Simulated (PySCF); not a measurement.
**C6H10FSi (doublet): density, localisation and related maps**

```json
{"atom": "C", "x (Å)": "3.2135", "y (Å)": "0.4906", "z (Å)": "-0.2623"}
{"atom": "C", "x (Å)": "2.3925", "y (Å)": "-0.7159", "z (Å)": "0.1159"}
{"atom": "C", "x (Å)": "1.1619", "y (Å)": "-0.9401", "z (Å)": "-0.2221"}
{"atom": "Si", "x (Å)": "-0.4508", "y (Å)": "-0.6433", "z (Å)": "-0.9966"}
{"atom": "C", "x (Å)": "-1.9860", "y (Å)": "-1.0433", "z (Å)": "0.0854"}
{"atom": "C", "x (Å)": "-2.5470", "y (Å)": "0.3588", "z (Å)": "-0.1598"}
{"atom": "F", "x (Å)": "-3.0341", "y (Å)": "0.9556", "z (Å)": "0.9885"}
{"atom": "C", "x (Å)": "-1.3077", "y (Å)": "1.0625", "z (Å)": "-0.7139"}
{"atom": "H", "x (Å)": "4.0910", "y (Å)": "0.1709", "z (Å)": "-0.8220"}
{"atom": "H", "x (Å)": "3.5504", "y (Å)": "0.9995", "z (Å)": "0.6392"}
{"atom": "H", "x (Å)": "2.6288", "y (Å)": "1.1760", "z (Å)": "-0.8686"}
{"atom": "H", "x (Å)": "2.9340", "y (Å)": "-1.4328", "z (Å)": "0.7305"}
{"atom": "H", "x (Å)": "-0.5410", "y (Å)": "-1.1437", "z (Å)": "-2.3693"}
{"atom": "H", "x (Å)": "-2.6584", "y (Å)": "-1.8472", "z (Å)": "-0.2005"}
{"atom": "H", "x (Å)": "-1.7426", "y (Å)": "-1.1673", "z (Å)": "1.1384"}
{"atom": "H", "x (Å)": "-3.3810", "y (Å)": "0.3599", "z (Å)": "-0.8693"}
{"atom": "H", "x (Å)": "-1.5012", "y (Å)": "1.7180", "z (Å)": "-1.5588"}
{"atom": "H", "x (Å)": "-0.8310", "y (Å)": "1.6480", "z (Å)": "0.0689"}
```

Geometry: GFN2-xTB.

These are results of UKS B3LYP, pcH-1 on C F H Si, non-relativistic, mean-field spin-orbit, GIAO in PySCF 2.14.0, density-fitted response routines, not measurements.

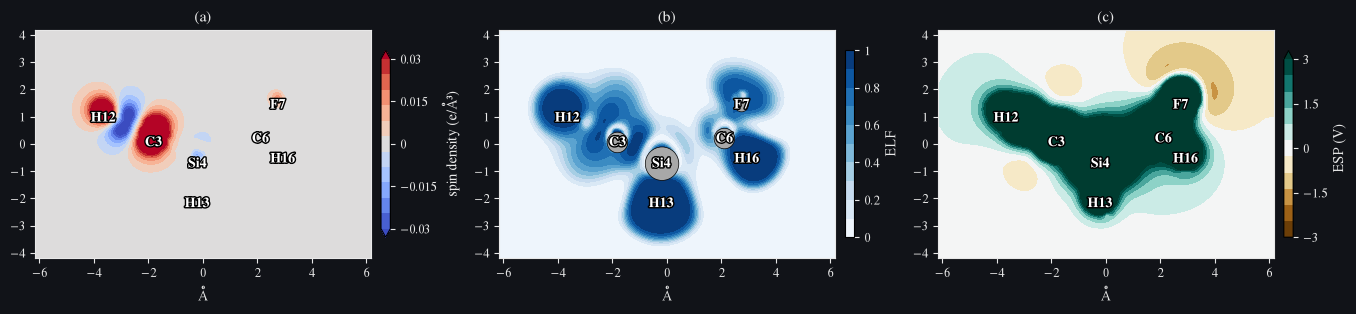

Figure 1. (a) spin density (α minus β); (b) electron localisation function; (c) electrostatic potential on the plane of atoms C3, Si4 and H13. Grey discs cover the atomic cores in the ELF map.

Question: What do the fields say about this system?

Answer: The plane passes through C, Si, F and H nuclei. C–F (1.38 Å): the ELF is about 0.35 at the midpoint and 0.05 at its lowest between the atoms. C–Si (1.81 Å): the ELF peaks at about 0.95 between the atoms (a shared electron pair). C–H (1.10 Å): the ELF is about 1 at the midpoint; an ordinary covalent bond to hydrogen. Si–H (1.46 Å): the ELF peaks at about 1 between the atoms; a covalent bond by its length. The ELF also peaks beside F7, away from the bonds: non-bonding electrons, paired or unpaired. The unpaired spin (1 electron) lies mostly on C3 (about 0.7) and Si4 (about 0.1), in electrons by Hirshfeld's partition. Outside the dense part of the molecule the potential is most negative (−1.4 V) near F7.

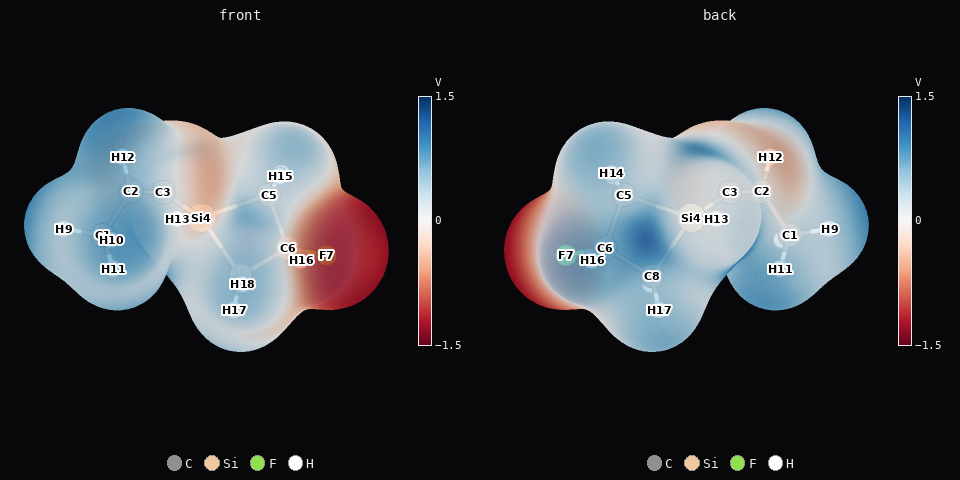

Figure 2. The molecular electrostatic potential painted on the density surface at 0.002 e/bohr³, seen from the front and from behind; red is negative and blue positive.

Question: Which sites attract a positive test charge, and which a negative one?

Answer: A positive charge is drawn to the negative regions and a negative charge to the positive ones. The most negative region (about −1.3 V) lies over F7, the most positive (about +1.1 V) over Si4 and C6.
